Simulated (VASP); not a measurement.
Band structure of CsSnI3 (space group P4/mbm). All values below come from PBEsol GGA, VASP's PBE PAW potentials (set 64) (plane waves; VASP).

Unless said otherwise, spin-orbit coupling is left out, though it shifts the bands of the heavy elements here.

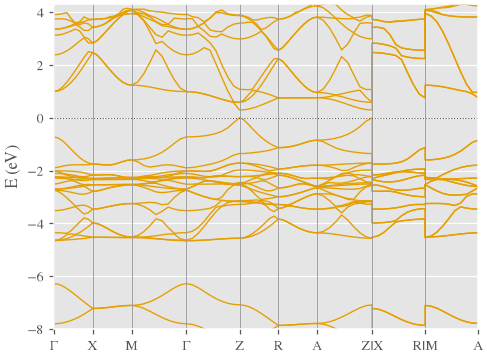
Figure. Bands along high-symmetry lines, zero at the valence-band maximum or, without a gap, the Fermi level

Problem. Read the plot: is there a gap, and where are the band edges?

Solution. The gap is direct, 0.29 eV, from the valence maximum at Z to the conduction minimum at Z. (Edges off the drawn lines would not show.)

The structure comes from a computed database's CsSnI3 entry (P4/mbm); how it stands against other phases isn't given here. It was relaxed first.
